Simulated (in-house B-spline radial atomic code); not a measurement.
**Ti⁷⁺: RPA and GW calculation**

Ti⁷⁺, configuration [Ne] 3s2 3p3. Computed at this level: RPA, second-order and SOSEX correlation energies and G0W0 (contour deformation) on a scalar-relativistic (spin-free one-electron X2C) mean field, all electrons, B-spline basis (in-house B-spline radial atomic code).

**Key numbers**

| quantity | value |
| --- | --- |
| outcome | converged |
| mean-field total energy | −837.09716 hartree |
| total energy with exact exchange alone | −836.49437 hartree |
| exact exchange energy | −37.82316 hartree |
| RPA correlation, extrapolated in the angular momentum of the empty orbitals | −0.94591 hartree |
| RPA correlation, as summed | −0.94069 hartree |
| direct second-order term | −1.05614 hartree |
| second-order exchange term | 0.38385 hartree |
| SOSEX term | 0.35316 hartree |
| hardware | 1 CPU thread, shared host |
| wall time | 1.4 s |

**Notes**

To bear in mind: spin-orbit coupling, Breit and QED terms are absent.

**Input file**
```
Z = 22
electrons = 15.0
configuration = [Ne] 3s2 3p3
hamiltonian = x2c
method = r2scan0
lmax = 9
rms_radius = 3.5921
spin_polarised = True
box_radius = 8.41
intervals = 67
```

The run was one of a batch that the task file lists, launched with:
```bash
python <driver script> task.json out
```

The program writes its results to a structured record and prints no log; tables and figures of this report are taken from that record.

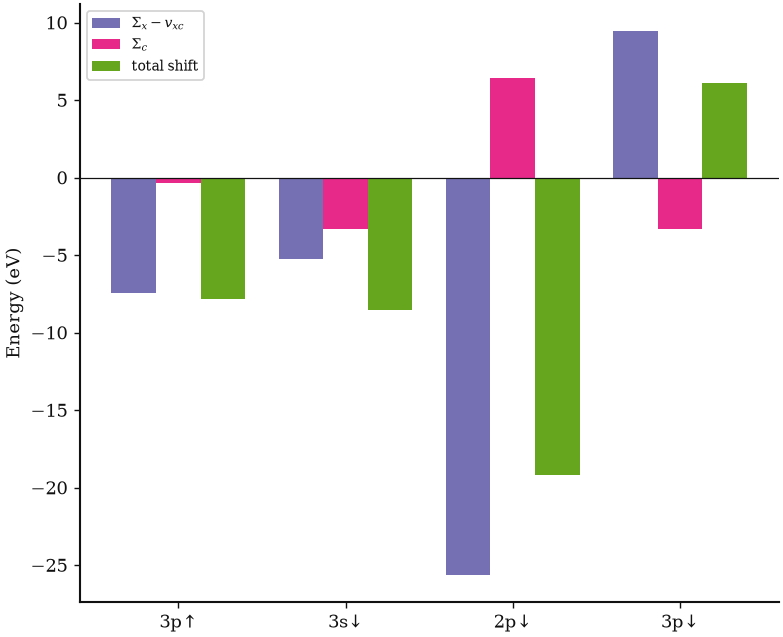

**Figure 1.** Parts of the G₀W₀ correction to each level for Ti⁷⁺ ([Ne] 3s² 3p³). All-electron spherical atom, scalar X2C, r2SCAN0 start, no spin-orbit coupling, Breit or QED terms; computed with a B-spline radial code. The quasi-particle equation is solved at full frequency; levels of low quasi-particle weight Z are left out. Σ columns are in eV, and Σc holds an estimate for the angular momenta beyond the basis. G₀W₀ moves the highest occupied level, 3p↑, from −161.61 to −169.42 eV (renormalisation factor Z = 0.96). The empty level 3p↓ goes from −147.22 to −141.11 eV.

```csv
Level,Mean field (eV),Σx − vxc (eV),Σc (eV),Z,G₀W₀ (eV)
3p↑,−161.61,−7.45,−0.36,0.96,−169.42
3s↓,−178.56,−5.25,−3.30,0.97,−187.10
2p↓,−595.21,−25.62,6.45,0.95,−614.38
3p↓,−147.22,9.43,−3.33,0.96,−141.11
```
